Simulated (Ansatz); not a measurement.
Geometry relaxation of C₄H₉NSi (part 1 of 3)

The run: geometry relaxation of C₄H₉NSi, SMILES C=C=CC[SiH2]N. Method and program: RKS B3LYP/STO-3G (Ansatz 0.2.0).

It belongs to a series of runs on one base structure; here: end point A relaxed.

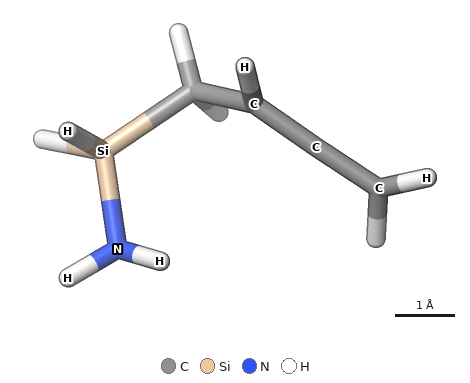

The starting structure (stick view, seen at a tilt). Bond lengths as drawn: C–C 1.29 to 1.52 Å, C–H 1.02 to 1.16 Å, C–Si 1.89 Å, H–N 1.03 to 1.05 Å, H–Si 1.50 to 1.52 Å and N–Si 1.70 Å.

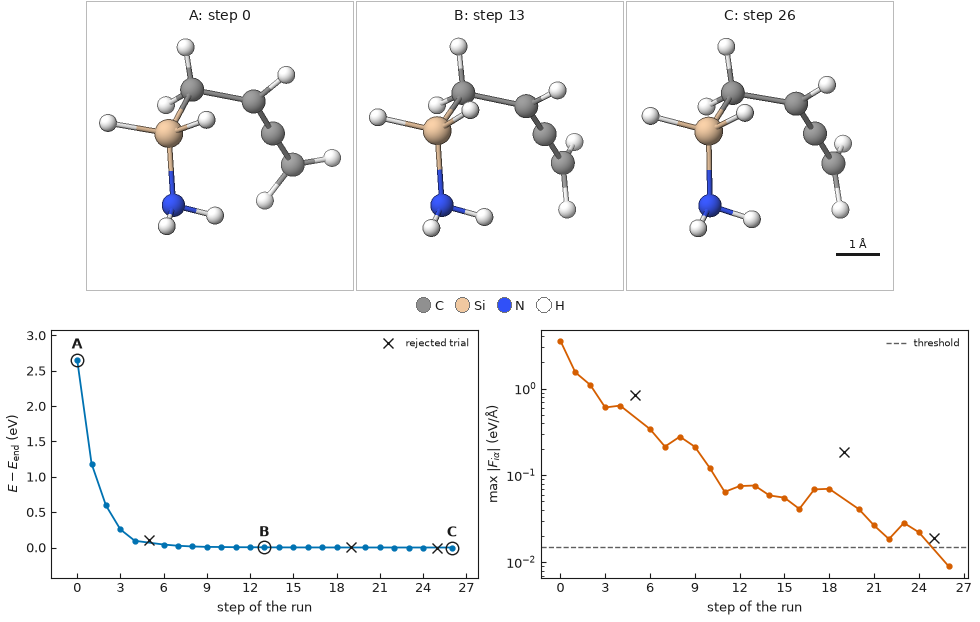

Frames of the relaxation (ball-and-stick view, seen at a tilt) above the curves, on which the letters mark them (the first geometry is step 0 here and step 1 in the log).

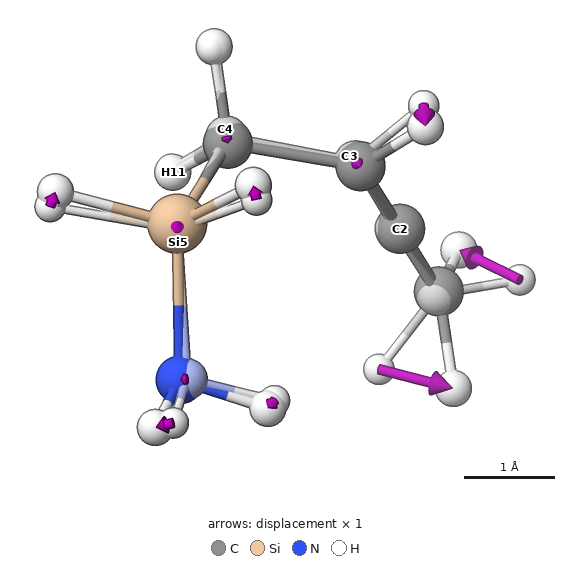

Start (faint) and end (solid) with the displacements as pink arrows, at true length (ball-and-stick view, seen at a tilt). The two geometries are laid on each other by the best rigid fit. After 26 geometry steps the energy has fallen by 2.658 eV. Largest force component: 3.6 eV/Å at the start, 0.0089 eV/Å at the end. The line search rejected the trial steps at points 5, 19, 25 (counted from 0) and went back. The largest move after the best rigid fit is that of H7, 0.96 Å. Largest moves by element: H 0.96 Å, C 0.11 Å, Si 0.11 Å, N 0.09 Å. Distances before and after: C4–H10 1.024 → 1.103 Å, Si5–N6 1.699 → 1.776 Å, C1–H7 1.035 → 1.100 Å, Si5–H12 1.519 → 1.455 Å. Among the angles that change: N6–Si5–H12 105.0° → 114.4°, C2–C1–H8 114.7° → 122.2°, C4–Si5–N6 115.6° → 108.3°. (Atoms are counted from 1 in the order of the input.)

The input and output of the run follow.

Input file
```yaml
crystal:
  periodic: [false, false, false]
  atoms:
    - { symbol: C, position_ang: [-0.4197, -2.948, -0.0286] }
    - { symbol: C, position_ang: [0.2549, -1.854, 0.1772] }
    - { symbol: C, position_ang: [0.9487, -0.7888, 0.378] }
    - { symbol: C, position_ang: [1.1494, 0.3983, -0.5451] }
    - { symbol: Si, position_ang: [0.0448, 1.8589, -0.0728] }
    - { symbol: "N", position_ang: [-1.625, 1.5475, -0.0808] }
    - { symbol: H, position_ang: [-0.206, -3.8456, 0.4396] }
    - { symbol: H, position_ang: [-1.2776, -2.8401, -0.7209] }
    - { symbol: H, position_ang: [1.5829, -0.7355, 1.342] }
    - { symbol: H, position_ang: [2.1287, 0.6974, -0.5658] }
    - { symbol: H, position_ang: [0.7928, 0.0797, -1.5373] }
    - { symbol: H, position_ang: [0.3577, 2.2919, 1.3493] }
    - { symbol: H, position_ang: [0.2152, 3.0406, -0.9757] }
    - { symbol: H, position_ang: [-2.1549, 2.3281, 0.342] }
    - { symbol: H, position_ang: [-1.8138, 0.7187, 0.5281] }
basis:
  gaussian: { orbitals: STO-3G }
hamiltonian:
  xc: b3lyp
relax:
  f_tol: 0.015
  max_steps: 40
```

Run as:
```bash
ansatz run input.yaml --threads 1 --pin off --max-ram 2048MiB --backend cpu --events-out ev --progress --plain --runs-dir out
```

The program's output
```
The last accepted step is kept in [file] (removed where the run ends without a failure and the disk answers)
Engine: ansatz 0.2.0, aarch64-unknown-linux-gnu
Functional definition: B3LYP
  parameter a0 = 0.2
  parameter ax = 0.72
  parameter ac = 0.81
  exchange = (1 - a0 - ax)*slater_x + ax*b88_x + a0*exact_x
  correlation = (1 - ac)*vwn_rpa_c + ac*lyp_c
628 factors; integrals over basis functions are off by at most 1.2e-5 eV
mean field evaluation 1: about -13493.8852 eV, gradient 2.3e1 eV
mean field evaluation 2: about -13494.1650 eV, gradient 2.2e1 eV
mean field evaluation 4: about -13495.6013 eV, gradient 1.9e0 eV
mean field evaluation 8: about -13495.5057 eV, gradient 7.0e-2 eV
mean field evaluation 16: about -13495.5057 eV, gradient 5.8e-6 eV
mean field -13495.50568322 eV, -495.9506862761 hartree, gradient 5.8e-6 eV, S^2 0.000000; 0 other end points of the search recorded, 0 dependent functions left out
the calculation of the forces begins
reference -13495.50592028 eV, -495.9506949880 hartree; 27, 27 occupied and 16, 16 virtual orbitals, 628 factors
relax step   1: F+E_penalty+E_count = -13495.50568322 eV  Δ(F+E_penalty+E_count) = +0.000e0 eV  max|allowed force component| = 3.552e0 eV/Å  Δτ_max = 0.0000 Å  (25 SCF iters, accepted)
these checks for a lower state are left out or cut short: starts, cluster_reference, orbital_swaps, neighbouring_geometries, increment
628 factors; integrals over basis functions are off by at most 1.6e-5 eV
mean field -13496.97791793 eV, -496.0047899037 hartree, gradient 1.5e-5 eV, S^2 0.000000; 0 other end points of the search recorded, 0 dependent functions left out
[... from here on the field's lines of each further geometry are left out, up to the last ...]
relax step   2: F+E_penalty+E_count = -13496.97791793 eV  Δ(F+E_penalty+E_count) = -1.472e0 eV  max|allowed force component| = 1.537e0 eV/Å  Δτ_max = 0.1990 Å  (26 SCF iters, accepted)
relax step   3: F+E_penalty+E_count = -13497.56951954 eV  Δ(F+E_penalty+E_count) = -5.916e-1 eV  max|allowed force component| = 1.101e0 eV/Å  Δτ_max = 0.1947 Å  (25 SCF iters, accepted)
relax step   4: F+E_penalty+E_count = -13497.90790396 eV  Δ(F+E_penalty+E_count) = -3.384e-1 eV  max|allowed force component| = 6.050e-1 eV/Å  Δτ_max = 0.1999 Å  (26 SCF iters, accepted)
relax step   5: F+E_penalty+E_count = -13498.06865579 eV  Δ(F+E_penalty+E_count) = -1.608e-1 eV  max|allowed force component| = 6.361e-1 eV/Å  Δτ_max = 0.1961 Å  (25 SCF iters, accepted)
relax step   6: F+E_penalty+E_count = -13498.05529795 eV  Δ(F+E_penalty+E_count) = +1.336e-2 eV  max|allowed force component| = 8.341e-1 eV/Å  Δτ_max = 0.2000 Å  (26 SCF iters, rejected (line search))
relax step   7: F+E_penalty+E_count = -13498.12175138 eV  Δ(F+E_penalty+E_count) = -5.310e-2 eV  max|allowed force component| = 3.413e-1 eV/Å  Δτ_max = 0.0995 Å  (26 SCF iters, accepted)
relax step   8: F+E_penalty+E_count = -13498.13896323 eV  Δ(F+E_penalty+E_count) = -1.721e-2 eV  max|allowed force component| = 2.144e-1 eV/Å  Δτ_max = 0.1000 Å  (26 SCF iters, accepted)
relax step   9: F+E_penalty+E_count = -13498.14896930 eV  Δ(F+E_penalty+E_count) = -1.001e-2 eV  max|allowed force component| = 2.793e-1 eV/Å  Δτ_max = 0.1307 Å  (26 SCF iters, accepted)
relax step  10: F+E_penalty+E_count = -13498.15490308 eV  Δ(F+E_penalty+E_count) = -5.934e-3 eV  max|allowed force component| = 2.136e-1 eV/Å  Δτ_max = 0.0577 Å  (26 SCF iters, accepted)
relax step  11: F+E_penalty+E_count = -13498.15666913 eV  Δ(F+E_penalty+E_count) = -1.766e-3 eV  max|allowed force component| = 1.218e-1 eV/Å  Δτ_max = 0.0769 Å  (26 SCF iters, accepted)
relax step  12: F+E_penalty+E_count = -13498.15945821 eV  Δ(F+E_penalty+E_count) = -2.789e-3 eV  max|allowed force component| = 6.446e-2 eV/Å  Δτ_max = 0.0248 Å  (26 SCF iters, accepted)
relax step  13: F+E_penalty+E_count = -13498.16008206 eV  Δ(F+E_penalty+E_count) = -6.239e-4 eV  max|allowed force component| = 7.521e-2 eV/Å  Δτ_max = 0.0380 Å  (26 SCF iters, accepted)
relax step  14: F+E_penalty+E_count = -13498.16110295 eV  Δ(F+E_penalty+E_count) = -1.021e-3 eV  max|allowed force component| = 7.632e-2 eV/Å  Δτ_max = 0.0155 Å  (27 SCF iters, accepted)
relax step  15: F+E_penalty+E_count = -13498.16212933 eV  Δ(F+E_penalty+E_count) = -1.026e-3 eV  max|allowed force component| = 5.865e-2 eV/Å  Δτ_max = 0.0342 Å  (26 SCF iters, accepted)
relax step  16: F+E_penalty+E_count = -13498.16255252 eV  Δ(F+E_penalty+E_count) = -4.232e-4 eV  max|allowed force component| = 5.528e-2 eV/Å  Δτ_max = 0.0186 Å  (27 SCF iters, accepted)
relax step  17: F+E_penalty+E_count = -13498.16289312 eV  Δ(F+E_penalty+E_count) = -3.406e-4 eV  max|allowed force component| = 4.104e-2 eV/Å  Δτ_max = 0.0171 Å  (27 SCF iters, accepted)
relax step  18: F+E_penalty+E_count = -13498.16304860 eV  Δ(F+E_penalty+E_count) = -1.555e-4 eV  max|allowed force component| = 6.886e-2 eV/Å  Δτ_max = 0.0206 Å  (27 SCF iters, accepted)
relax step  19: F+E_penalty+E_count = -13498.16327117 eV  Δ(F+E_penalty+E_count) = -2.226e-4 eV  max|allowed force component| = 6.993e-2 eV/Å  Δτ_max = 0.0192 Å  (27 SCF iters, accepted)
relax step  20: F+E_penalty+E_count = -13498.16325500 eV  Δ(F+E_penalty+E_count) = +1.617e-5 eV  max|allowed force component| = 1.873e-1 eV/Å  Δτ_max = 0.0353 Å  (27 SCF iters, rejected (line search))
relax step  21: F+E_penalty+E_count = -13498.16337442 eV  Δ(F+E_penalty+E_count) = -1.033e-4 eV  max|allowed force component| = 4.058e-2 eV/Å  Δτ_max = 0.0177 Å  (27 SCF iters, accepted)
relax step  22: F+E_penalty+E_count = -13498.16356524 eV  Δ(F+E_penalty+E_count) = -1.908e-4 eV  max|allowed force component| = 2.648e-2 eV/Å  Δτ_max = 0.0265 Å  (27 SCF iters, accepted)
relax step  23: F+E_penalty+E_count = -13498.16370064 eV  Δ(F+E_penalty+E_count) = -1.354e-4 eV  max|allowed force component| = 1.843e-2 eV/Å  Δτ_max = 0.0167 Å  (21 SCF iters, accepted)
relax step  24: F+E_penalty+E_count = -13498.16374107 eV  Δ(F+E_penalty+E_count) = -4.042e-5 eV  max|allowed force component| = 2.827e-2 eV/Å  Δτ_max = 0.0053 Å  (21 SCF iters, accepted)
relax step  25: F+E_penalty+E_count = -13498.16376549 eV  Δ(F+E_penalty+E_count) = -2.442e-5 eV  max|allowed force component| = 2.211e-2 eV/Å  Δτ_max = 0.0057 Å  (21 SCF iters, accepted)
relax step  26: F+E_penalty+E_count = -13498.16375130 eV  Δ(F+E_penalty+E_count) = +1.419e-5 eV  max|allowed force component| = 1.877e-2 eV/Å  Δτ_max = 0.0173 Å  (27 SCF iters, rejected (line search))
the calculation of the forces begins
reference -13498.16403007 eV, -496.0483787209 hartree; 27, 27 occupied and 16, 16 virtual orbitals, 628 factors
relax step  27: F+E_penalty+E_count = -13498.16379074 eV  Δ(F+E_penalty+E_count) = -2.525e-5 eV  max|allowed force component| = 8.947e-3 eV/Å  Δτ_max = 0.0084 Å  (22 SCF iters, accepted)
628 factors; integrals over basis functions are off by at most 1.6e-5 eV
mean field -13498.16379074 eV, -496.0483699256 hartree, gradient 9.0e-6 eV, S^2 0.000000; 1 other end points of the search recorded, 0 dependent functions left out
the calculation of the forces begins
reference -13498.16403007 eV, -496.0483787209 hartree; 27, 27 occupied and 16, 16 virtual orbitals, 628 factors
Total energy: -13498.16403007 eV, -496.0483787209 hartree
Atom 0 at    -0.394617    -2.998052    -0.039581 Å, force    -0.001626    -0.002313     0.007196 eV/Å
Atom 1 at     0.248944    -1.884094     0.223045 Å, force     0.004168     0.000570    -0.008947 eV/Å
Atom 2 at     0.892392    -0.764151     0.478016 Å, force    -0.001433     0.003141    -0.001038 eV/Å
Atom 3 at     1.074932     0.393477    -0.520259 Å, force     0.001650    -0.004811     0.005619 eV/Å
Atom 4 at     0.100987     1.937280    -0.025242 Å, force     0.000787     0.006306     0.001197 eV/Å
Atom 5 at    -1.631666     1.575009    -0.175066 Å, force     0.002927    -0.004498    -0.005718 eV/Å
Atom 6 at     0.113821    -3.884146    -0.446691 Å, force    -0.000248     0.003053    -0.000175 eV/Å
Atom 7 at    -1.474937    -3.105947     0.135580 Å, force     0.000228     0.001249    -0.001000 eV/Å
Atom 8 at     1.336266    -0.613246     1.476972 Å, force    -0.000779    -0.000685    -0.002083 eV/Å
Atom 9 at     2.147216     0.648166    -0.573273 Å, force    -0.000988     0.000263    -0.000121 eV/Å
Atom 10 at     0.764739     0.065009    -1.522998 Å, force     0.000142    -0.003020    -0.000283 eV/Å
Atom 11 at     0.519393     2.327009     1.312188 Å, force    -0.000876    -0.000760    -0.001624 eV/Å
Atom 12 at     0.391713     3.034962    -0.920468 Å, force    -0.000432    -0.001881     0.001905 eV/Å
Atom 13 at    -2.206096     2.401800     0.127981 Å, force    -0.003056     0.003294     0.003521 eV/Å
Atom 14 at    -1.904986     0.816023     0.498997 Å, force    -0.000464     0.000090     0.001551 eV/Å
Dipole moment:     0.032743     0.174607     0.255427 e Å
```

Trajectory as extended XYZ (Å, eV, eV/Å), 27 frames, from step=1 to step=27
```
15
Properties=species:S:1:pos:R:3:forces:R:3 step=1 energy=-13495.50568
C    -0.4197   -2.9480   -0.0286   -2.1179   1.8144  -1.8808
C     0.2549   -1.8540    0.1772    0.0503  -1.0412  -0.4263
C     0.9487   -0.7888    0.3780    3.0347   2.3068   2.7033
C     1.1494    0.3983   -0.5451   -3.4029  -1.7184  -1.1312
Si    0.0448    1.8589   -0.0728    2.1624   2.5951   1.4336
N    -1.6250    1.5475   -0.0808   -1.6824  -1.5988  -0.4499
H    -0.2060   -3.8456    0.4396    1.4364  -3.2006  -0.1567
H    -1.2776   -2.8401   -0.7209   -1.0551  -0.3590   1.5566
H     1.5829   -0.7355    1.3420   -2.2679   0.7788  -0.3962
H     2.1287    0.6974   -0.5658    3.5521   1.1518  -0.3853
H     0.7928    0.0797   -1.5373    0.5307   0.2049  -0.3025
H     0.3577    2.2919    1.3493    0.2919  -0.3105  -1.3461
H     0.2152    3.0406   -0.9757    0.2304  -0.9826   0.6223
H    -2.1549    2.3281    0.3420   -0.3382   0.4016   0.1706
H    -1.8138    0.7187    0.5281   -0.4244  -0.0424  -0.0114
15
Properties=species:S:1:pos:R:3:forces:R:3 step=2 energy=-13496.97792
C    -0.4467   -2.9449   -0.0335   -0.3166   0.5173  -0.2800
C     0.2693   -1.8550    0.1768    0.1671  -0.5141  -0.1670
C     0.9898   -0.7735    0.3933    0.4690   0.2973   1.5374
C     1.1529    0.3963   -0.5717   -0.5326  -0.2332  -0.1483
Si    0.0660    1.8811   -0.0428    1.0612   0.6750   0.2303
N    -1.6291    1.5211   -0.0862   -0.9123  -0.6149  -0.3390
H    -0.1040   -3.9390    0.2965    0.2691  -0.1677  -1.2118
H    -1.4083   -2.8240   -0.5822   -0.2779  -0.4322   1.3867
H     1.4466   -0.6418    1.4221   -1.2841   0.5006  -0.5722
H     2.1824    0.7227   -0.5952    0.8797   0.3315  -0.3148
H     0.8209    0.0842   -1.5708    0.2711   0.0343  -0.2076
H     0.4027    2.2940    1.3222    0.3840  -0.0285  -0.3202
H     0.2442    3.0101   -0.9548    0.1956  -0.2930   0.2787
H    -2.1711    2.3143    0.3257   -0.1471   0.0573   0.0269
H    -1.8376    0.7035    0.5297   -0.2262  -0.1297   0.1010
15
Properties=species:S:1:pos:R:3:forces:R:3 step=3 energy=-13497.56952
C    -0.4498   -2.9415   -0.0348    0.0474   0.0732  -0.1235
C     0.2672   -1.8512    0.1854    0.1851  -0.2150  -0.0418
C     0.9761   -0.7559    0.4185   -0.2604  -0.2801   0.6860
C     1.1632    0.3934   -0.5760   -0.1671   0.2176   0.1298
Si    0.0803    1.8854   -0.0409    0.5466   0.0486  -0.0599
N    -1.6326    1.5008   -0.0974   -0.4283  -0.2191  -0.2633
H    -0.0176   -3.9669    0.1242   -0.3422   0.7376  -0.9743
H    -1.4960   -2.8258   -0.4223    0.4010  -0.4901   1.1014
H     1.3457   -0.5819    1.4591   -0.6941   0.3121  -0.3421
H     2.2078    0.7259   -0.6050    0.2538   0.0396  -0.1625
H     0.8466    0.0775   -1.5794    0.1783  -0.0396  -0.1080
H     0.4462    2.2945    1.3040    0.3136   0.0273  -0.0252
H     0.2688    3.0028   -0.9452    0.1286  -0.0530   0.0899
H    -2.1790    2.3002    0.3087   -0.0665  -0.0385  -0.0188
H    -1.8488    0.6920    0.5301   -0.0958  -0.1205   0.1121
15
Properties=species:S:1:pos:R:3:forces:R:3 step=4 energy=-13497.90790
C    -0.4762   -2.9099   -0.0869   -0.1702   0.0803   0.0055
C     0.2071   -1.8123    0.1678    0.1957  -0.0456   0.0818
C     0.8728   -0.7066    0.4527    0.1321  -0.4712   0.1156
C     1.1987    0.4062   -0.5558   -0.3131   0.3349   0.1772
Si    0.0949    1.8984   -0.0992    0.3175   0.0156   0.0333
N    -1.6021    1.3858   -0.0360   -0.1747  -0.1332  -0.1319
H     0.0078   -3.9175   -0.0621   -0.4296   0.6050  -0.5850
H    -1.5666   -2.8205   -0.3191    0.5541  -0.5105   0.5698
H     1.1950   -0.5423    1.5046   -0.4570   0.2702  -0.2600
H     2.2568    0.7063   -0.4902    0.0431  -0.0621  -0.0779
H     0.9717    0.0862   -1.5866    0.1523  -0.0785   0.1492
H     0.5191    2.3963    1.2027    0.1838   0.0447  -0.1346
H     0.2156    2.9698   -1.0770   -0.0411  -0.1654   0.1670
H    -2.1792    2.1827    0.3319   -0.1077   0.0150  -0.0083
H    -1.7373    0.6266    0.6826    0.1149   0.1009  -0.1014
15
Properties=species:S:1:pos:R:3:forces:R:3 step=5 energy=-13498.06866
C    -0.4820   -2.9107   -0.0802    0.2016  -0.1729  -0.2553
C     0.2058   -1.8177    0.1686    0.1188  -0.1062   0.0517
C     0.8760   -0.7195    0.4542   -0.3643   0.1932   0.6361
C     1.2018    0.4079   -0.5390   -0.1663   0.1492   0.0388
Si    0.1069    1.9038   -0.1055    0.1571   0.0544  -0.0029
N    -1.5881    1.3667   -0.0325   -0.0053  -0.0088  -0.0255
H     0.0276   -3.8900   -0.2553   -0.5160   0.5498   0.0179
H    -1.5860   -2.8564   -0.1777    0.3618  -0.3334   0.1522
H     1.0508   -0.4764    1.5326    0.0980  -0.1812  -0.5508
H     2.2637    0.6936   -0.4587    0.0150  -0.0175  -0.0321
H     1.0083    0.0730   -1.5704    0.0665  -0.0049   0.0812
H     0.5795    2.4464    1.1632    0.0305  -0.0300  -0.1085
H     0.1907    2.9558   -1.1012    0.0194  -0.1107   0.0634
H    -2.1825    2.1555    0.3311   -0.0457  -0.0191  -0.0176
H    -1.6945    0.6173    0.6999    0.0289   0.0384  -0.0486
15
Properties=species:S:1:pos:R:3:forces:R:3 step=6 energy=-13498.05530 accepted=F
C    -0.4815   -2.9280   -0.0967   -0.4352  -0.4176  -0.1371
C     0.1715   -1.8307    0.1900    0.0143   0.1253   0.0384
C     0.7867   -0.7131    0.4993    0.6680   0.8323  -0.6229
C     1.1582    0.4343   -0.5111   -0.4651  -0.4230   0.7515
Si    0.1333    1.9679   -0.0937   -0.1296  -0.2529  -0.3612
N    -1.5355    1.3719   -0.0631   -0.1689   0.3158  -0.1275
H     0.0121   -3.8548   -0.4298    0.0639   0.0856   0.1113
H    -1.5838   -2.9899   -0.0288    0.2188   0.0830  -0.0729
H     1.0837   -0.5210    1.5402    0.0916  -0.0797   0.1734
H     2.2144    0.7221   -0.4077    0.2337  -0.3770   0.0092
H     0.9835    0.0713   -1.5349   -0.0010   0.1824   0.0180
H     0.6390    2.5604    1.1352   -0.0477  -0.0725   0.0274
H     0.2330    2.9597   -1.1365   -0.0064   0.1056  -0.0202
H    -2.2010    2.0749    0.3191   -0.2758   0.7268  -0.1135
H    -1.6355    0.6244    0.6479    0.2394  -0.8341   0.3261
15
Properties=species:S:1:pos:R:3:forces:R:3 step=7 energy=-13498.12175
C    -0.4700   -2.9150   -0.1165   -0.2324   0.0452   0.2486
C     0.2003   -1.8207    0.1669    0.0506  -0.0636   0.0191
C     0.8439   -0.7131    0.4723   -0.0573   0.1349   0.0498
C     1.1844    0.4173   -0.5211   -0.2075  -0.0300   0.0971
Si    0.1090    1.9234   -0.1077    0.0973   0.0091   0.0134
N    -1.5850    1.3878   -0.0430   -0.0263   0.0027  -0.0029
H     0.0276   -3.8794   -0.3074   -0.0918   0.1014  -0.1392
H    -1.5786   -2.9182   -0.1001    0.3413  -0.1170  -0.0749
H     1.0776   -0.5041    1.5349    0.0582  -0.0878  -0.1629
H     2.2505    0.6850   -0.4379    0.0123  -0.0153   0.0100
H     0.9978    0.0759   -1.5500    0.0257  -0.0073   0.0214
H     0.6009    2.4657    1.1496   -0.0125   0.0288  -0.0175
H     0.2074    2.9591   -1.1121    0.0149  -0.0110  -0.0070
H    -2.1981    2.1584    0.3258    0.0029   0.0473  -0.0370
H    -1.6894    0.6270    0.6753    0.0247  -0.0375  -0.0178
```
